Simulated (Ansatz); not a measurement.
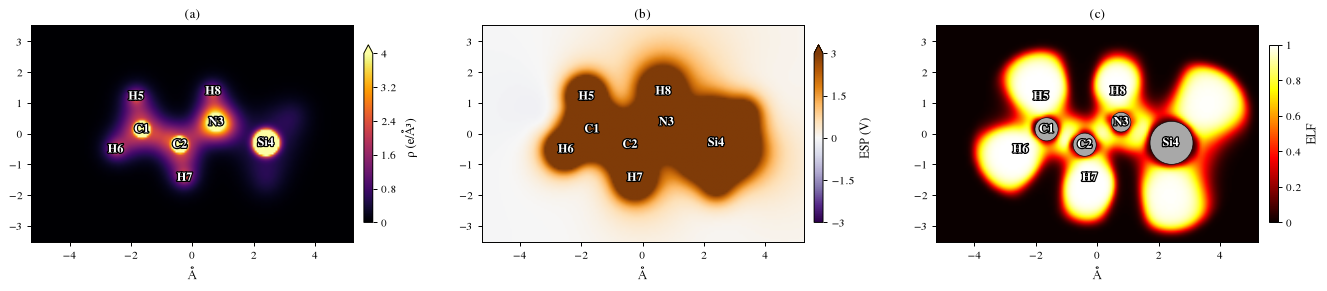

*C₂H₇NSi. (a) electron density; (b) electrostatic potential; (c) electron localisation function on the plane of atoms C1, C2 and H7. Grey discs cover the atomic cores in the ELF map.*

All numbers below come from RKS CAM-B3LYP/6-31G (Ansatz 0.2.0).

The calculation's input:

```
crystal:
  periodic: [false, false, false]
  atoms:
    - { symbol: C, position_ang: [-0.2792, 2.0705, -0.1933] }
    - { symbol: C, position_ang: [-0.4869, 0.8407, 0.1686] }
    - { symbol: "N", position_ang: [0.2193, -0.2224, -0.2866] }
    - { symbol: Si, position_ang: [0.37, -1.8382, 0.1582] }
    - { symbol: H, position_ang: [0.4314, 2.4055, -0.9394] }
    - { symbol: H, position_ang: [-0.9666, 2.9076, 0.2018] }
    - { symbol: H, position_ang: [-1.2347, 0.5918, 0.8941] }
    - { symbol: H, position_ang: [1.054, 0.0522, -0.8958] }
    - { symbol: H, position_ang: [0.8236, -2.5829, -0.9589] }
    - { symbol: H, position_ang: [1.2175, -1.9916, 1.3363] }
    - { symbol: H, position_ang: [-1.0832, -2.2903, 0.5356] }
basis:
  gaussian: { orbitals: "6-31G" }
hamiltonian:
  xc: cam_b3lyp
relax:
  f_tol: 0.015
  max_steps: 40
output:
  orbitals: {}
```

Command:

```sh
ansatz run input.yaml --threads 1 --pin off --max-ram 2048MiB --backend cpu --events-out ev --progress --plain --runs-dir out
```

The fields are those of the relaxed geometry.

Describe what can be read from this map.

Answer.
- The section cuts through C, N, Si and H sites.
- C–C (1.34 Å): ρ is about 2.2 e/Å³ halfway; the ELF peaks at about 0.95 between the atoms; a multiple bond.
- C–N (1.40 Å): the density is about 2 e/Å³ at the midpoint; the ELF peaks at about 0.90 between the atoms: localised, covalent bonding.
- Si–N (1.78 Å): ρ is about 0.86 e/Å³ halfway; the ELF peaks at about 0.90 between the atoms, as expected for a polar covalent bond.
- N–H (1.01 Å): ρ is about 2.7 e/Å³ halfway; the ELF climbs to about 1 towards the hydrogen, as it does in any bond to H: a covalent bond by its length.
- C–H (1.08 Å): the density is about 1.9 e/Å³ at the midpoint; the ELF climbs to about 1 towards the hydrogen: a covalent bond by its length.
- The potential has no marked negative region in this plane.
